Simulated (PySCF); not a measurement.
# C6H10N2 (SMILES C=C/C(CC)=N\N=C): what the fields show

The calculation's input:

```
{"job": {"kind": "uv", "xc": "CAM-B3LYP", "basis": "def2-SVPD", "nstates": 8, "ntriplets": 3}, "charge": 0, "multiplicity": 1}
C     -1.616523    -1.527431     0.060317
C     -0.393712    -1.212730    -0.357070
C      0.226401     0.100103    -0.250225
C      1.707457     0.188293    -0.501537
C      2.492694    -0.440549     0.650165
N     -0.369169     1.185578     0.052885
N     -1.522819     1.468451     0.498682
C     -2.527798     1.991107    -0.060719
H     -2.259672    -0.808486     0.538320
H     -2.005875    -2.525776    -0.044220
H      0.230853    -1.971927    -0.810390
H      1.986045     1.237449    -0.602860
H      1.950184    -0.328970    -1.433029
H      2.259240     0.069595     1.581566
H      2.238886    -1.492484     0.761887
H      3.561736    -0.359728     0.467795
H     -2.629851     2.119475    -1.135347
H     -3.336834     2.314348     0.572123
```

Launched as:

```sh
OMP_NUM_THREADS=1 python probes_run.py task.json out
```

Geometry: GFN2-xTB.

Method: PySCF, CAM-B3LYP/def2-SVPD, SCF density, gas phase.

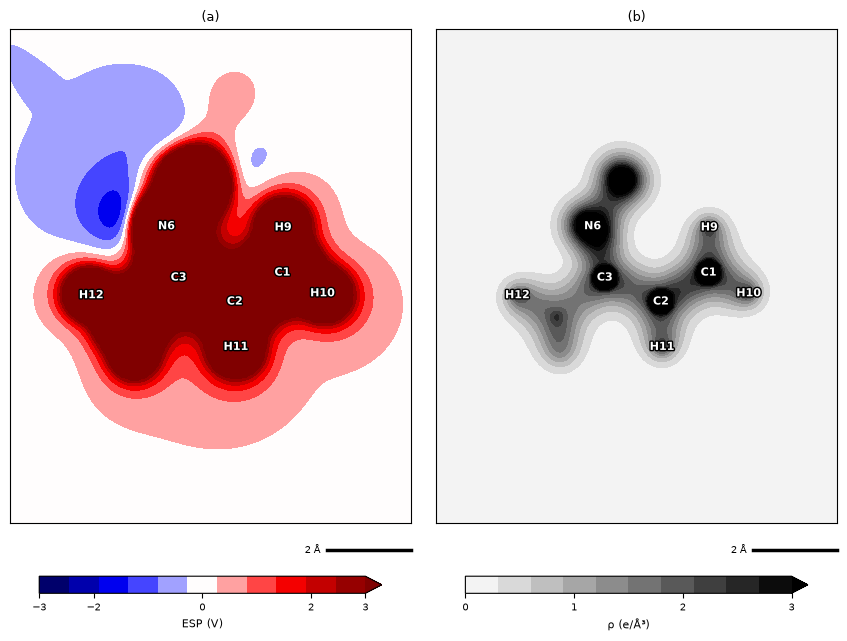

Figure 1. (a) electrostatic potential; (b) total electron density on the plane of atoms C2, C1 and H10.

Describe what can be read from this map.

- Atoms in the plane: C, N and H.
- C–N (1.27 Å): the density is about 2.7 e/Å³ at the midpoint.
- C–C (1.33 Å): the density is about 2.3 e/Å³ at the midpoint.
- C–H (1.08 Å): ρ is about 2 e/Å³ halfway.
- C–C (1.46 Å): ρ at the midpoint is about 1.9 e/Å³.
- Outside the dense part of the molecule the potential is most negative (−1.6 V) near N6.

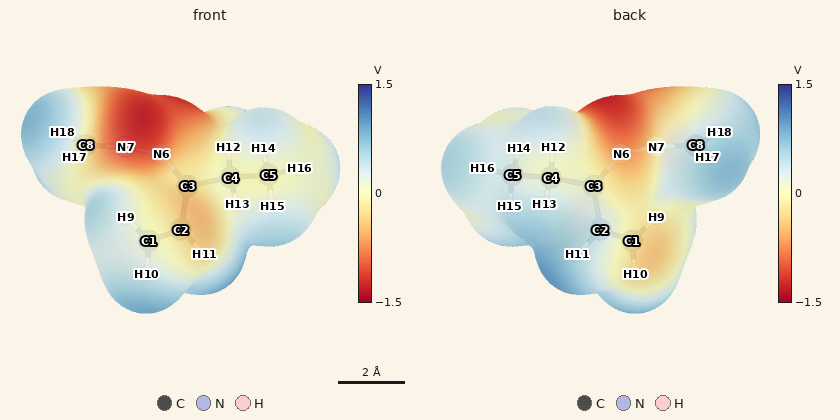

Figure 2. The molecular electrostatic potential painted on the density surface at 0.002 e/bohr³, seen from the front and from behind; red is negative and blue positive.

Describe the electrostatic potential map.

The most negative region (about −1.3 V) lies over N6 and N7, the most positive (about +0.9 V) over H11.

What dipole moment does the calculation give?

Its dipole moment is 1.55 D.
